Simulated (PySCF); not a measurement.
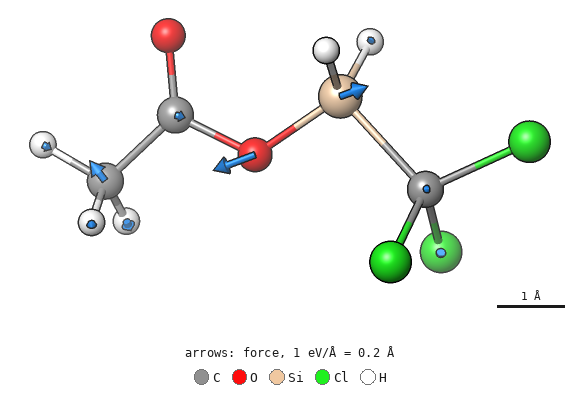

Starting geometry of C3H5Cl3O2Si with the computed forces as blue arrows. A ball-and-stick model, seen at a tilt.

The start comes from GFN2-xTB. Its atoms were then displaced at random by about 0.01 Å.

These are results of PBE0-D3(BJ)/def2-SVP geometry optimisation, gas phase in PySCF 2.14.0, density-fitted response routines, not measurements. 

**What follows when this structure is relaxed?**

It isn't relaxed: the largest force vector, on an O atom, is 3.58 eV/Å. The final displacements have little in common with the starting forces (cosine between the two patterns 0.19). A Cl atom moves most after the best rigid fit: 0.22 Å. Largest moves by element: Cl 0.22 Å, O 0.20 Å, H 0.16 Å, C 0.12 Å, Si 0.09 Å. Among the contacts that change: O–Si 2.832 → 2.671 Å, O–Si 1.606 → 1.713 Å, C–O 1.375 → 1.339 Å, C–H 1.068 → 1.099 Å. Bond angles that change, for instance: C–O–Si 120.9° → 113.0°, Si–C–Cl 109.4° → 105.9°, H–C–H 110.1° → 107.1°. Over 6 geometry steps the energy falls by 5.81 kcal/mol.
